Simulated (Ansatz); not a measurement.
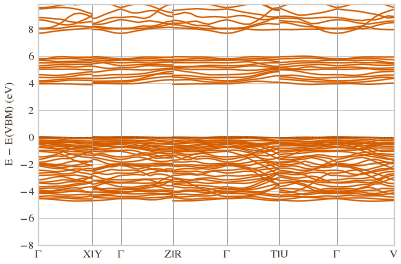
Fig. 1. Band structure from the program Ansatz at the r²SCAN level (PAW)

The gap is 3.86 eV; an edge lies off the plotted path or next to a special point (maximum off the standard path, minimum at X).

The material is Li$_{2}$MgNb$_{4}$O$_{12}$ in space group P1 (No. 1; Pearson symbol aP19).

The start of the workflow was typed in or built on a structure type; neither database checked (COD, Materials Project) lists it. Its standing as an ambient phase is unchecked. The r²SCAN relaxation kept the symmetry of its start; its stability against distortions is not shown here. The run is not spin-polarised. Scalar-relativistic: spin–orbit coupling is off unless named, which matters more the heavier the elements.

Potentials: the later of the program's two PAW sets.
